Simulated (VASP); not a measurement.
# How k-mesh and smearing change a VASP run on Bi2Pd (Urvantsevite), part 2 of 4

Aim: find what the k-mesh and smearing change for Bi2Pd (Urvantsevite), and what they cost. The series runs use LDA. The start is a cell from a database of measured crystal structures.

VASP 6.6.1; LDA; plane waves and PAW (Bi_d, Pd).

So far. Step 6 (K-mesh: 6 6 6): Against the run before the energy moves by -23.63 meV an atom and the pressure by +0.11 GPa, after 12 cycles in 11 s.

### 7. K-mesh: 8 8 8

File INCAR:

```
SYSTEM = Bi2Pd
PREC = Accurate
ENCUT = 400
EDIFF = 1E-06
NELM = 100
ISMEAR = -1
SIGMA = 0.05
LREAL = .FALSE.
ALGO = Normal
GGA = CA
NBANDS = 26
LASPH = .TRUE.
LORBIT = 11
LWAVE = .FALSE.
LCHARG = .FALSE.
KPAR = 4
ISIF = 2
```

File POSCAR:

```
Bi2Pd
1.0
    0.0000000000     -3.3620000000      0.0000000000
   -3.3620000000      0.0000000000      0.0000000000
    1.6810000000     -1.6810000000     -6.4915000000
Bi Pd
2 1
Direct
    0.3630000000      0.6370000000      0.2740000000
    0.6370000000      0.3630000000      0.7260000000
    0.0000000000      0.0000000000      0.0000000000
```

File KPOINTS:

```
Automatic mesh
0
Gamma
8 8 8
0 0 0
```

Potentials, in the order of the species: Bi_d and Pd (PBE family, release 64).

The run is started by

```sh
$ mpirun -np 4 vasp_std
```

Log:

```text
[... set-up lines as in an earlier step ...]
 entering main loop
       N       E                     dE             d eps       ncg     rms          rms(c)
DAV:   1     0.374485179853E+03    0.37449E+03   -0.17972E+04  3094   0.160E+03
DAV:   2     0.155569562706E+02   -0.35893E+03   -0.35185E+03  3122   0.431E+02
DAV:   3    -0.156542751291E+02   -0.31211E+02   -0.30806E+02  3778   0.146E+02
DAV:   4    -0.166308319691E+02   -0.97656E+00   -0.97443E+00  3672   0.276E+01
[...]
DAV:  10    -0.163496684628E+02    0.64526E-04   -0.65128E-04  3336   0.196E-01    0.292E-02
DAV:  11    -0.163496652057E+02    0.32570E-05   -0.81394E-05  3966   0.654E-02    0.542E-03
DAV:  12    -0.163496655308E+02   -0.32510E-06   -0.40350E-06  3134   0.138E-02
   1 F= -.16349666E+02 E0= -.16345519E+02  d E =-.829394E-02
```

Wall time 16 s (4 MPI ranks of Intel Xeon Platinum 8259CL at 2.50GHz (Skylake/Cascade Lake), shared host); peak memory 0.75 GiB.

From OUTCAR (step 7):

```text
  Total       -1.4955960     -1.4955960     -1.3915949      0.0000000      0.0000000      0.0000000
  in kB      -32.6576091    -32.6576091    -30.3866567      0.0000000      0.0000000      0.0000000
  external PRESSURE =     -31.9006250 kB  Pullay stress =       0.0000000 kB

 POSITION                                       TOTAL-FORCE (eV/Angst)
 -----------------------------------------------------------------------------------
     -1.68100     -1.68100     -1.77867         0.000000     -0.000000      0.323979
      0.00000     -3.36200     -4.71283        -0.000000      0.000000     -0.323979
      0.00000      0.00000      0.00000         0.000000      0.000000      0.000000
 -----------------------------------------------------------------------------------
    total drift:                                0.000000     -0.000000     -0.000000

  FREE ENERGIE OF THE ION-ELECTRON SYSTEM (eV)
  ---------------------------------------------------
  free  energy   TOTEN  =       -16.3496655308 eV

  energy  without entropy=      -16.3413715863  energy(sigma->0) =      -16.34551856

[... 1 part as in an earlier step ...]

[... 2 further parts left out ...]
[key lines of the parts left out:]
E-fermi :   8.8390
```

Against the run before the energy moves by +0.93 meV an atom and the pressure by +0.45 GPa, after 12 cycles in 16 s.

### 8. K-mesh: 10 10 10

INCAR is that of step 7.

POSCAR is that of step 7.

File KPOINTS:

```
Automatic mesh
0
Gamma
10 10 10
0 0 0
```

The run is started by

```sh
$ mpirun -np 4 vasp_std
```

Log:

```text
[... set-up lines as in an earlier step ...]
 entering main loop
       N       E                     dE             d eps       ncg     rms          rms(c)
DAV:   1     0.377742939790E+03    0.37774E+03   -0.17869E+04  5332   0.159E+03
DAV:   2     0.158948829929E+02   -0.36185E+03   -0.35476E+03  5448   0.438E+02
DAV:   3    -0.156297355675E+02   -0.31525E+02   -0.31171E+02  6548   0.148E+02
DAV:   4    -0.166215755904E+02   -0.99184E+00   -0.98899E+00  6400   0.278E+01
[...]
DAV:  10    -0.163501627830E+02    0.59744E-04   -0.61186E-04  5778   0.187E-01    0.287E-02
DAV:  11    -0.163501594319E+02    0.33510E-05   -0.78212E-05  6948   0.657E-02    0.494E-03
DAV:  12    -0.163501596931E+02   -0.26115E-06   -0.39352E-06  5366   0.143E-02
   1 F= -.16350160E+02 E0= -.16344145E+02  d E =-.120285E-01
```

Wall time 25 s (4 MPI ranks); peak memory 0.91 GiB.

OUTCAR, selected parts (step 8):

```text
  Total       -1.4620936     -1.4620936     -1.7104645      0.0000000     -0.0000000     -0.0000000
  in kB      -31.9260572    -31.9260572    -37.3494471      0.0000000     -0.0000000     -0.0000000
  external PRESSURE =     -33.7338539 kB  Pullay stress =       0.0000000 kB

 POSITION                                       TOTAL-FORCE (eV/Angst)
 -----------------------------------------------------------------------------------
     -1.68100     -1.68100     -1.77867        -0.000000      0.000000      0.254182
      0.00000     -3.36200     -4.71283         0.000000     -0.000000     -0.254182
      0.00000      0.00000      0.00000         0.000000      0.000000      0.000000
 -----------------------------------------------------------------------------------
    total drift:                                0.000000     -0.000000     -0.000000

  FREE ENERGIE OF THE ION-ELECTRON SYSTEM (eV)
  ---------------------------------------------------
  free  energy   TOTEN  =       -16.3501596931 eV

  energy  without entropy=      -16.3381311757  energy(sigma->0) =      -16.34414543

[... 1 part as in an earlier step ...]

[... 2 further parts left out ...]
[key lines of the parts left out:]
E-fermi :   8.8478
```

Against the run before the energy moves by +0.46 meV an atom and the pressure by -0.18 GPa, after 12 cycles in 25 s.

### 9. K-mesh: 13 13 13

INCAR is that of step 8.

POSCAR is that of step 8.

File KPOINTS:

```
Automatic mesh
0
Gamma
13 13 13
0 0 0
```

The run is started by

```sh
$ mpirun -np 4 vasp_std
```

Log:

```text
[... set-up lines as in an earlier step ...]
 entering main loop
       N       E                     dE             d eps       ncg     rms          rms(c)
DAV:   1     0.377431999784E+03    0.37743E+03   -0.17915E+04 10250   0.158E+03
DAV:   2     0.157998384820E+02   -0.36163E+03   -0.35448E+03 10424   0.437E+02
DAV:   3    -0.156230862493E+02   -0.31423E+02   -0.31033E+02 12422   0.147E+02
DAV:   4    -0.166227615181E+02   -0.99968E+00   -0.99793E+00 12374   0.278E+01
[...]
DAV:  10    -0.163496771420E+02    0.63285E-04   -0.62928E-04 10990   0.187E-01    0.288E-02
DAV:  11    -0.163496733702E+02    0.37718E-05   -0.76815E-05 13162   0.637E-02    0.544E-03
DAV:  12    -0.163496737183E+02   -0.34804E-06   -0.37493E-06 10412   0.130E-02
   1 F= -.16349674E+02 E0= -.16344529E+02  d E =-.102900E-01
```

Run time: 46 s. Hardware: 4 MPI ranks; peak memory 1.3 GiB.

OUTCAR, selected parts (step 9):

```text
  Total       -1.4870349     -1.4870349     -1.6748660      0.0000000      0.0000000      0.0000000
  in kB      -32.4706717    -32.4706717    -36.5721224      0.0000000      0.0000000      0.0000000
  external PRESSURE =     -33.8378219 kB  Pullay stress =       0.0000000 kB

 POSITION                                       TOTAL-FORCE (eV/Angst)
 -----------------------------------------------------------------------------------
     -1.68100     -1.68100     -1.77867         0.000000     -0.000000      0.241663
      0.00000     -3.36200     -4.71283        -0.000000      0.000000     -0.241663
      0.00000      0.00000      0.00000         0.000000      0.000000      0.000000
 -----------------------------------------------------------------------------------
    total drift:                                0.000000     -0.000000     -0.000000

  FREE ENERGIE OF THE ION-ELECTRON SYSTEM (eV)
  ---------------------------------------------------
  free  energy   TOTEN  =       -16.3496737183 eV

  energy  without entropy=      -16.3393837097  energy(sigma->0) =      -16.34452871

[... 1 part as in an earlier step ...]

[... 2 further parts left out ...]
[key lines of the parts left out:]
E-fermi :   8.8277
```

Against the run before the energy moves by -0.13 meV an atom and the pressure by -0.01 GPa, after 12 cycles in 46 s.

### 10. The k-mesh series as a table

This step: convergence of LDA results with the mesh; plane waves and PAW (VASP 6.6.1).

No new run; the numbers come from the runs before.

Differences are taken from the run with 13 13 13. Results of the series, by row:

| setting | status | energy less the reference (meV/atom) | pressure (GPa) | largest force difference (meV/Å) | SCF cycles | wall time (s) |
| --- | --- | --- | --- | --- | --- | --- |
| 2 2 2 | converged | -352.6 | -6.693 | 28.52 | 12 | 3.4 |
| 3 3 3 | converged | -167.4 | -3.489 | 300.4 | 12 | 4.6 |
| 4 4 4 | converged | 60.38 | -2.553 | 172 | 12 | 6.6 |
| 5 5 5 | converged | 22.37 | -3.744 | 79.94 | 12 | 6.2 |
| 6 6 6 | converged | -1.257 | -3.636 | 141 | 12 | 10.8 |
| 8 8 8 | converged | -0.33 | -3.19 | 82.32 | 12 | 16 |
| 10 10 10 | converged | 0.1278 | -3.373 | 12.52 | 12 | 25 |
| 13 13 13 | converged | 0 | -3.384 | 0 | 12 | 46 |

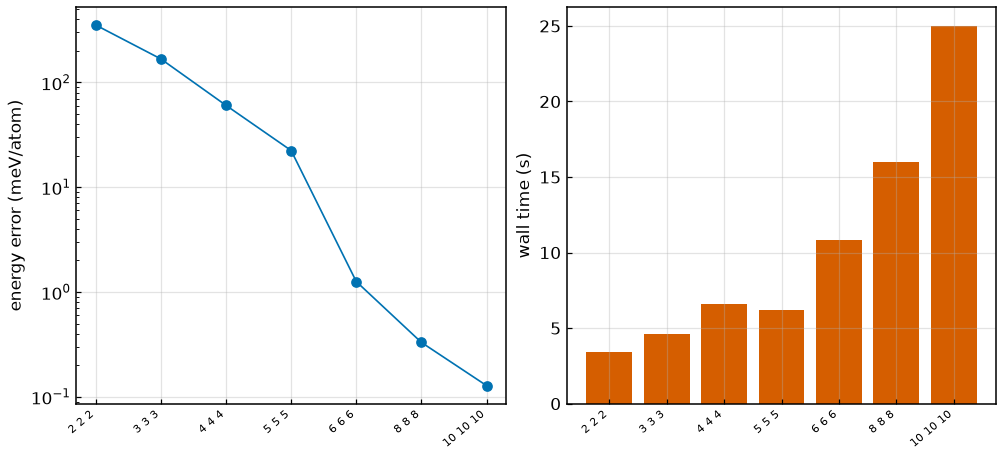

The energy error in size, against the reference run (errors under 0.01 are drawn at 0.01), and the wall time by setting.

### 11. Smearing: ISMEAR = -1, SIGMA = 0.01

This step: LDA; plane waves and PAW (Bi_d, Pd) (VASP 6.6.1).

Smearing steadies the sum over the Fermi surface at the price of an entropy term.

Changes to INCAR since step 9:

```diff
@@ -6,3 +6,3 @@
 ISMEAR = -1
-SIGMA = 0.05
+SIGMA = 0.01
 LREAL = .FALSE.
```

POSCAR is that of step 9.

File KPOINTS:

```
Automatic mesh
0
Gamma
7 7 7
0 0 0
```

The run is started by

```sh
$ mpirun -np 4 vasp_std
```

Log:

```text
[... set-up lines as in an earlier step ...]
 entering main loop
       N       E                     dE             d eps       ncg     rms          rms(c)
DAV:   1     0.375213986552E+03    0.37521E+03   -0.17850E+04  2098   0.158E+03
DAV:   2     0.156909949188E+02   -0.35952E+03   -0.35257E+03  2100   0.435E+02
DAV:   3    -0.156132755120E+02   -0.31304E+02   -0.30821E+02  2568   0.147E+02
DAV:   4    -0.166334986214E+02   -0.10202E+01   -0.10158E+01  2516   0.278E+01
DAV:   5    -0.166724425586E+02   -0.38944E-01   -0.38942E-01  2870   0.489E+00    0.480E+00
DAV:   6    -0.164221486843E+02    0.25029E+00   -0.51579E-01  2298   0.635E+00    0.217E+00
DAV:   7    -0.163763833695E+02    0.45765E-01   -0.21291E-01  2480   0.380E+00    0.106E+00
DAV:   8    -0.163656125215E+02    0.10771E-01   -0.72627E-02  2454   0.174E+00    0.364E-01
DAV:   9    -0.163644375906E+02    0.11749E-02   -0.75260E-03  2786   0.759E-01    0.717E-02
DAV:  10    -0.163643800389E+02    0.57552E-04   -0.59832E-04  2236   0.185E-01    0.291E-02
DAV:  11    -0.163643775915E+02    0.24474E-05   -0.79434E-05  2730   0.705E-02    0.479E-03
DAV:  12    -0.163643777038E+02   -0.11231E-06   -0.44661E-06  2124   0.168E-02
   1 F= -.16364378E+02 E0= -.16363906E+02  d E =-.943076E-03
```

The job ended after 12 s (4 MPI ranks; peak memory 0.67 GiB; 44 s of CPU time).

OUTCAR, selected parts (step 11):

```text
   k-points           NKPTS =     40   k-points in BZ     NKDIM =     40   number of bands    NBANDS=     26

   NELECT =      40.0000    total number of electrons

 E-fermi :   8.8768

 k-point     1 :       0.0000    0.0000    0.0000
  band No.  band energies     occupation
    ...
     14       4.9676      2.00000
     15       5.6895      2.00000
     16       5.6895      2.00000
     17       6.0615      2.00000
     18       6.2962      2.00000
     19      10.4905      0.00000
     20      11.2942      0.00000
     21      11.2942      0.00000
     22      11.9707      0.00000
     23      11.9707      0.00000
    ...

  Total       -1.5745461     -1.5745461     -1.2602999      0.0000000      0.0000000     -0.0000000
  in kB      -34.3815536    -34.3815536    -27.5197191      0.0000000      0.0000000     -0.0000000
  external PRESSURE =     -32.0942754 kB  Pullay stress =       0.0000000 kB

 POSITION                                       TOTAL-FORCE (eV/Angst)
 -----------------------------------------------------------------------------------
     -1.68100     -1.68100     -1.77867        -0.000000      0.000000      0.215942
      0.00000     -3.36200     -4.71283         0.000000     -0.000000     -0.215942
      0.00000      0.00000      0.00000         0.000000      0.000000      0.000000
 -----------------------------------------------------------------------------------
    total drift:                                0.000000     -0.000000     -0.000000

  FREE ENERGIE OF THE ION-ELECTRON SYSTEM (eV)
  ---------------------------------------------------
  free  energy   TOTEN  =       -16.3643777038 eV

  energy  without entropy=      -16.3634346282  energy(sigma->0) =      -16.36390617

[... 6 parts as in an earlier step ...]

[... 10 further parts left out ...]
```

The k-mesh is coarse for a metal.

This step gave:

* irreducible k points: 40
* free energy (TOTEN): -16.36 eV
* energy at zero smearing: -16.36 eV
* Fermi energy: 8.877 eV
* pressure: -3.209 GPa

The series starts at -5.4546 eV an atom and -3.21 GPa, after 12 cycles in 12 s. The entropy term T·S comes to 0.31 meV an atom in size.

### 12. Smearing: ISMEAR = -1, SIGMA = 0.05

Changes to INCAR since step 11:

```diff
@@ -6,3 +6,3 @@
 ISMEAR = -1
-SIGMA = 0.01
+SIGMA = 0.05
 LREAL = .FALSE.
```

POSCAR is that of step 11.

KPOINTS is that of step 11.

The run is started by

```sh
$ mpirun -np 4 vasp_std
```

Log:

```text
[... set-up lines as in an earlier step ...]
 entering main loop
       N       E                     dE             d eps       ncg     rms          rms(c)
DAV:   1     0.375210392721E+03    0.37521E+03   -0.17850E+04  2098   0.158E+03
DAV:   2     0.156893388465E+02   -0.35952E+03   -0.35254E+03  2100   0.435E+02
DAV:   3    -0.156197491169E+02   -0.31309E+02   -0.30821E+02  2568   0.147E+02
DAV:   4    -0.166401618944E+02   -0.10204E+01   -0.10165E+01  2516   0.278E+01
[...]
DAV:  10    -0.163704837845E+02    0.65507E-04   -0.63104E-04  2230   0.187E-01    0.292E-02
DAV:  11    -0.163704807581E+02    0.30264E-05   -0.77670E-05  2746   0.667E-02    0.517E-03
DAV:  12    -0.163704810600E+02   -0.30192E-06   -0.38418E-06  2078   0.138E-02
   1 F= -.16370481E+02 E0= -.16364866E+02  d E =-.112310E-01
```

Elapsed: 12 s, on 4 MPI ranks; peak memory 0.67 GiB; 46 s of CPU time.

Parts of OUTCAR (step 12):

```text
  Total       -1.5697151     -1.5697151     -1.2989824      0.0000000     -0.0000000      0.0000000
  in kB      -34.2760645    -34.2760645    -28.3643842      0.0000000     -0.0000000      0.0000000
  external PRESSURE =     -32.3055044 kB  Pullay stress =       0.0000000 kB

 POSITION                                       TOTAL-FORCE (eV/Angst)
 -----------------------------------------------------------------------------------
     -1.68100     -1.68100     -1.77867        -0.000000      0.000000      0.218914
      0.00000     -3.36200     -4.71283         0.000000     -0.000000     -0.218914
      0.00000      0.00000      0.00000         0.000000      0.000000      0.000000
 -----------------------------------------------------------------------------------
    total drift:                                0.000000     -0.000000     -0.000000

  FREE ENERGIE OF THE ION-ELECTRON SYSTEM (eV)
  ---------------------------------------------------
  free  energy   TOTEN  =       -16.3704810600 eV

  energy  without entropy=      -16.3592500371  energy(sigma->0) =      -16.36486555

[... 2 parts as in an earlier step ...]

[... 1 further part left out ...]
[key lines of the parts left out:]
E-fermi :   8.8742
```

Against the run before the energy at zero width moves by -0.32 meV an atom and the pressure by -0.02 GPa, after 12 cycles in 12 s. The entropy term T·S comes to 3.74 meV an atom in size.

### 13. Smearing: ISMEAR = -1, SIGMA = 0.1

Changes to INCAR since step 12:

```diff
@@ -6,3 +6,3 @@
 ISMEAR = -1
-SIGMA = 0.05
+SIGMA = 0.1
 LREAL = .FALSE.
```

POSCAR is that of step 12.

KPOINTS is that of step 12.

The run is started by

```sh
$ mpirun -np 4 vasp_std
```

Log:

```text
[... set-up lines as in an earlier step ...]
 entering main loop
       N       E                     dE             d eps       ncg     rms          rms(c)
DAV:   1     0.375197365405E+03    0.37520E+03   -0.17850E+04  2098   0.158E+03
DAV:   2     0.156818354815E+02   -0.35952E+03   -0.35252E+03  2100   0.435E+02
DAV:   3    -0.156348472270E+02   -0.31317E+02   -0.30828E+02  2568   0.147E+02
DAV:   4    -0.166557235511E+02   -0.10209E+01   -0.10176E+01  2516   0.278E+01
[...]
DAV:  10    -0.163858500014E+02    0.64124E-04   -0.62719E-04  2230   0.185E-01    0.289E-02
DAV:  11    -0.163858468513E+02    0.31501E-05   -0.75862E-05  2730   0.652E-02    0.531E-03
DAV:  12    -0.163858471742E+02   -0.32290E-06   -0.37479E-06  2094   0.132E-02
   1 F= -.16385847E+02 E0= -.16366385E+02  d E =-.389238E-01
```

The job ended after 11 s (4 MPI ranks; peak memory 0.68 GiB; 41 s of CPU time).

OUTCAR, selected parts (step 13):

```text
  Total       -1.5542364     -1.5542364     -1.3303948      0.0000000     -0.0000000      0.0000000
  in kB      -33.9380732    -33.9380732    -29.0503006      0.0000000     -0.0000000      0.0000000
  external PRESSURE =     -32.3088156 kB  Pullay stress =       0.0000000 kB

 POSITION                                       TOTAL-FORCE (eV/Angst)
 -----------------------------------------------------------------------------------
     -1.68100     -1.68100     -1.77867         0.000000      0.000000      0.227481
      0.00000     -3.36200     -4.71283         0.000000      0.000000     -0.227481
      0.00000      0.00000      0.00000         0.000000      0.000000      0.000000
 -----------------------------------------------------------------------------------
    total drift:                                0.000000     -0.000000     -0.000000

  FREE ENERGIE OF THE ION-ELECTRON SYSTEM (eV)
  ---------------------------------------------------
  free  energy   TOTEN  =       -16.3858471742 eV

  energy  without entropy=      -16.3469233777  energy(sigma->0) =      -16.36638528

[... 2 parts as in an earlier step ...]

[... 1 further part left out ...]
[key lines of the parts left out:]
E-fermi :   8.8544
```

Against the run before the energy at zero width moves by -0.51 meV an atom while the pressure stays within 0.01 GPa, after 12 cycles in 11 s. The entropy term T·S comes to 12.97 meV an atom in size.

### 14. Smearing: ISMEAR = -1, SIGMA = 0.2

Changes to INCAR since step 13:

```diff
@@ -6,3 +6,3 @@
 ISMEAR = -1
-SIGMA = 0.1
+SIGMA = 0.2
 LREAL = .FALSE.
```

POSCAR is that of step 13.

KPOINTS is that of step 13.

The run is started by

```sh
$ mpirun -np 4 vasp_std
```

Log:

```text
[... set-up lines as in an earlier step ...]
 entering main loop
       N       E                     dE             d eps       ncg     rms          rms(c)
DAV:   1     0.375144081005E+03    0.37514E+03   -0.17850E+04  2098   0.158E+03
DAV:   2     0.156418009606E+02   -0.35950E+03   -0.35252E+03  2100   0.435E+02
DAV:   3    -0.156895033054E+02   -0.31331E+02   -0.30833E+02  2568   0.147E+02
DAV:   4    -0.167130080119E+02   -0.10235E+01   -0.10203E+01  2516   0.278E+01
[...]
DAV:  10    -0.164428662283E+02    0.64051E-04   -0.63124E-04  2230   0.186E-01    0.287E-02
DAV:  11    -0.164428627940E+02    0.34343E-05   -0.75892E-05  2706   0.639E-02    0.543E-03
DAV:  12    -0.164428631464E+02   -0.35239E-06   -0.37459E-06  2092   0.128E-02
   1 F= -.16442863E+02 E0= -.16366017E+02  d E =-.153692E+00
```

It took 12 s on 4 MPI ranks; peak memory 0.67 GiB; 45 s of CPU time.

From OUTCAR (step 14):

```text
  Total       -1.4847368     -1.4847368     -1.3437833      0.0000000      0.0000000      0.0000000
  in kB      -32.4204909    -32.4204909    -29.3426512      0.0000000      0.0000000      0.0000000
  external PRESSURE =     -31.3945443 kB  Pullay stress =       0.0000000 kB

 POSITION                                       TOTAL-FORCE (eV/Angst)
 -----------------------------------------------------------------------------------
     -1.68100     -1.68100     -1.77867         0.000000      0.000000      0.247000
      0.00000     -3.36200     -4.71283         0.000000      0.000000     -0.247000
      0.00000      0.00000      0.00000         0.000000      0.000000      0.000000
 -----------------------------------------------------------------------------------
    total drift:                                0.000000     -0.000000     -0.000000

  FREE ENERGIE OF THE ION-ELECTRON SYSTEM (eV)
  ---------------------------------------------------
  free  energy   TOTEN  =       -16.4428631464 eV

  energy  without entropy=      -16.2891712351  energy(sigma->0) =      -16.36601719

[... 2 parts as in an earlier step ...]

[... 1 further part left out ...]
[key lines of the parts left out:]
E-fermi :   8.8038
```

Against the run before the energy at zero width moves by +0.12 meV an atom and the pressure by +0.09 GPa, after 12 cycles in 12 s. The entropy term T·S comes to 51.23 meV an atom in size.

[end of part 2 of 4]

[Lines on the potential files, build, host, timing and source positions are cut from VASP's logs without a mark.]

[Logs are printed without paths, hosts, clocks, repeated set-up lines and the standing remarks that a program may print on its own settings, such as how far it seeks lower states.]

[Hosts, paths, dates, database ids (printed as entryN), source tags and the programs' standing remarks are cut or masked in the printed files.]

[A measured line is paired with the nearest computed mode of its activity, which favours agreement.]
